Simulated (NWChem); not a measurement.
# triplet BBrCl2 at 4 levels

Wanted: a comparison of 4 runs (UHF/STO-3G, UHF/3-21G, UB3LYP/6-31G*) of triplet BBrCl2. 

The calculation is run with NWChem 7.3.0.

2 further runs of the same task are left out: 1 that didn't finish, 1 set aside as unsound or not needed.

**1. The structure to begin with**

BBrCl2 has 4 atoms, charge 0, and is taken as a triplet. SMILES of the parent species: `ClB(Cl)Br`. Geometry: relaxed at PBE0-D4/def2-TZVP. That shape belongs to the parent species and isn't relaxed for this state.

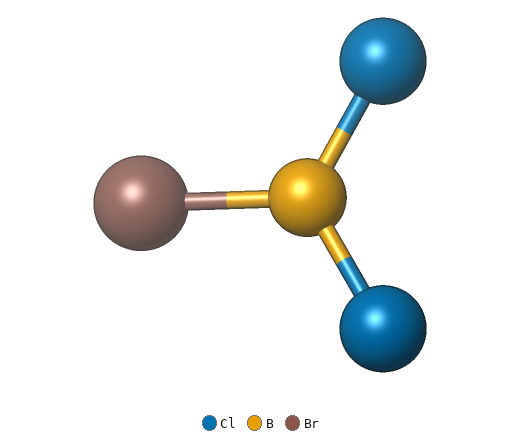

The structure, seen from a chosen angle (chlorine blue, boron amber, bromine brown).

**2. The energy at UHF/STO-3G (run 1)**

struct.nw

```
start struct
memory 2200 mb

geometry units angstrom noautosym nocenter noautoz
   Cl       0.582100       0.666000       1.510800
   B        0.037200      -0.038100       0.022100
   Cl       0.444300      -1.679200      -0.365600
   Br      -1.008100       0.991100      -1.187600
end

basis spherical bse
   * library STO-3G
end

scf
   nopen 2
   uhf
   thresh 1e-08
   maxiter 80
end

task scf
```

Command:

```bash
nwchem struct.nw > struct.out
```

Standard output:

```text
[...]
  functions       =    41
[...]
  wavefunction    = UHF
[...]
         Total SCF energy =  -3478.117206095836
      One electron energy =  -5550.128611601047
      Two electron energy =   1720.602150932130
 Nuclear repulsion energy =    351.409254573081
                       Sz =      1.0000
                 Sz(Sz+1) =      2.0000
                      S^2 =      2.0111
[...]
```

It took 4.5 s on 1 thread of Intel Xeon Platinum 8488C (Sapphire Rapids), shared host; peak memory 0.1 GiB.

**3. The energy at UHF/3-21G (run 2)**

run.py

```python
from ase import Atoms
from ase.calculators.nwchem import NWChem

atoms = Atoms(['Cl', 'B', 'Cl', 'Br'], positions=[
    [0.582100, 0.666000, 1.510800],
    [0.037200, -0.038100, 0.022100],
    [0.444300, -1.679200, -0.365600],
    [-1.008100, 0.991100, -1.187600],
])

calc = NWChem(
    label='calc',
    theory='scf',
    memory='2200 mb',
    basis='3-21G',
    basispar='spherical bse',
    scf={'nopen': '2', 'uhf': None, 'thresh': '1e-08', 'maxiter': '80'},
    task='energy',
)
atoms.calc = calc

e = atoms.get_potential_energy()
print(f"E = {e:.6f} eV")
```

Command:

```bash
export ASE_NWCHEM_COMMAND="nwchem PREFIX.nwi > PREFIX.nwo"
python run.py
```

Standard output:

```text
E = -95214.906096 eV
```

The calculator wrote calc.nwi:

```
title "calc"

permanent_dir calc

scratch_dir calc

start calc

geometry units angstrom nocenter noautosym noautoz
  Cl 5.8209999999999995e-01 6.6600000000000004e-01 1.5107999999999999e+00
  B  3.7199999999999997e-02 -3.8100000000000002e-02 2.2100000000000002e-02
  Cl 4.4429999999999997e-01 -1.6792000000000000e+00 -3.6559999999999998e-01
  Br -1.0081000000000000e+00 9.9109999999999998e-01 -1.1876000000000000e+00
end

memory 2200 mb

basis spherical bse noprint
   * library 3-21G
end

scf
  nopen 2
  uhf
  thresh 1e-08
  maxiter 80
end

task scf energy
```

calc.nwo (excerpt; [...] marks lines left out):

```text
[...]
      One electron energy =  -5566.260900008951
[... 1 line left out ...]
 Nuclear repulsion energy =    351.409254573081
[... 60 lines left out ...]
          Final beta eigenvalues
[... 237 lines left out ...]
                     UHF Final Beta Molecular Orbital Analysis
[...]
```

It took 6.3 s on 1 thread of Intel Xeon Platinum 8488C (Sapphire Rapids), shared host; peak memory 0.099 GiB.

Run 3 isn't shown in full; the table further down has it.

**4. The energy at UB3LYP/6-31G(d) (Cartesian functions) (run 4)**

struct.nw

```
start struct
title "BBrCl2"
memory stack 880 mb heap 220 mb global 1100 mb
geometry noautosym nocenter noautoz
   Cl     0.582100     0.666000     1.510800
   B      0.037200    -0.038100     0.022100
   Cl     0.444300    -1.679200    -0.365600
   Br    -1.008100     0.991100    -1.187600
end
basis cartesian
   Cl library 6-31G*
   B library 6-31G*
   Br library 6-31G*
end
dft
   xc b3lyp
   mult 3
   grid xfine
   convergence energy 1e-08
   maxiter 100
   mulliken
   noprint "final vectors analysis"
end
task dft energy
```

Command:

```bash
nwchem struct.nw > struct.out
```

Standard output:

```text
[...]
          Wavefunction type:  spin polarized.
          No. of atoms     :     4
          No. of electrons :    74
[...]
          Charge           :     0
          Spin multiplicity:     3
[...]
          AO basis - number of functions:    88
[...]
              XC Information
              --------------
                         B3LYP Method XC Potential
                     Hartree-Fock (Exact) Exchange  0.200
                        Slater Exchange Functional  0.800 local
                    Becke 1988 Exchange Functional  0.720 non-local
              Lee-Yang-Parr Correlation Functional  0.810
                  VWN I RPA Correlation Functional  0.190 local
[...]
 d= 0,ls=0.0,diis     1  -3518.9866853341 -3.87D+03  8.42D-03  4.53D-01     3.5
[...]
 d= 0,ls=0.0,diis    12  -3519.0529640129 -2.30D-09  2.84D-07  9.97D-10    35.6
[...]
         Total DFT energy =    -3519.052964012928
      One electron energy =    -5584.628264619922
           Coulomb energy =     1866.061156984992
    Exchange-Corr. energy =     -151.895110951079
 Nuclear repulsion energy =      351.409254573081
[...]
      Total Density - Mulliken Population Analysis
     ---------------------------------------------
    Atom       Charge   Shell Charges
 -----------   ------   -------------------------------------------------------
    1 Cl  17    16.98   2.00  1.99  5.97  1.47  3.59  0.53  1.45 -0.02
    2 B    5     5.16   1.99  0.50  1.61  0.27  0.68  0.11
    3 Cl  17    16.98   2.00  1.99  5.97  1.47  3.59  0.53  1.45 -0.02
    4 Br  35    34.87   2.00  1.99  6.00  1.93  5.99  1.65  3.74  0.33  1.14  7.02  2.95  0.13
[...]
      <S2> =      2.0055 (Exact =     2.0000)
[...]
```

Wall time 36 s (1 thread of Intel Xeon Platinum 8488C (Sapphire Rapids), shared host); peak memory 0.12 GiB.

**5. All runs side by side**

| run | level | iteration cap | module | energy (Eh) | dipole moment (D) | HOMO energy (eV) | ⟨S²⟩ | wall time |
| --- | --- | --- | --- | --- | --- | --- | --- | --- |
| 1 | UHF/STO-3G | 80 | scf | -3478.117206 | 6.57 | -4.61 | 2.011 | 4.5 s |
| 2 | UHF/3-21G | 80 | scf | -3499.083289 | 5.82 | -6.60 | 2.014 | 6.3 s |
| 3 | UB3LYP/6-31G* (spherical functions) | 100 | dft | -3519.037315 | 1.13 | -3.33 | 2.006 | 34 s |
| 4 | UB3LYP/6-31G* (Cartesian functions) | 100 | dft | -3519.052964 | 1.13 | – | 2.006 | 36 s |

**6. Results**

| quantity | value |
| --- | --- |
| run 4: total energy | -3519.05296 Eh |
| run 4: dipole moment | 1.13 D |
| run 4: ⟨S²⟩ | 2.006 |

What this shows: The dipole moment (its size) runs from 1.13 D (UB3LYP/6-31G*) to 6.57 D (UHF/STO-3G). The two ends differ in method and basis. So wide a spread suggests that the runs ended on unlike SCF solutions, not only an effect of the method. In run 1 the basis is minimal, so the values are rough. All runs together took 81 s, the longest 36 s.
